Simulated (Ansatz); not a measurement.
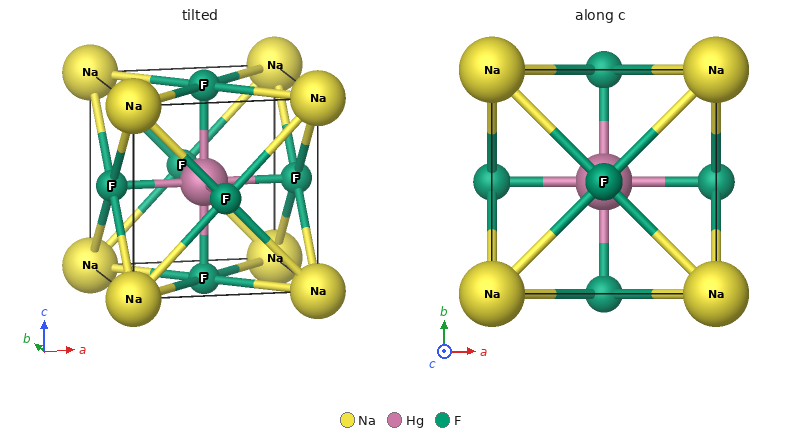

Ball-and-stick representation of a periodic structure, projected slightly off an axis and along the c axis. The conventional unit cell is drawn as a box.

NaHgF3, space group P4/mmm (No. 123), a = 4.409 Å, b = 4.409 Å, c = 4.568 Å, α = 90.00°, β = 90.00°, γ = 90.00°. The structure was taken from a structure type filled with these elements by a generator (whether the compound takes this form wasn't checked). The cell was then strained or its atoms displaced on purpose. It was run through Ansatz as a DFT input.

This one geometry was computed with Ansatz (DFT, plane waves, PAW) at three levels of theory: PBE, HSE06 and r2SCAN. It was relaxed with r2SCAN and then strained.

Which level gives the highest pressure at this volume, and what does that say about its equilibrium volume?

Highest: PBE (4.1 GPa), which points to the largest equilibrium volume. Lowest, with the smallest volume: HSE06 (2.2 GPa) and r2SCAN (1.7 GPa). Levels within 0.5 GPa of each other can't be told apart.

How does the band gap change with the level of theory?

PBE: a gap of 0.15 eV, indirect; r2SCAN: a gap of 0.69 eV, indirect; HSE06: a gap of 1.84 eV, indirect.

Collect the results in a table.

| level | cutoff (eV) | k-mesh of the run's cell | gap (eV) | pressure (GPa) |
| --- | --- | --- | --- | --- |
| PBE | 420 | 6×6×6 | 0.15 | 4.1 |
| HSE06 | 420 | 4×4×4 | 1.84 | 2.2 |
| r2SCAN | 500 | 6×6×6 | 0.69 | 1.7 |

Gaps are taken on the k-mesh or band path of each run.
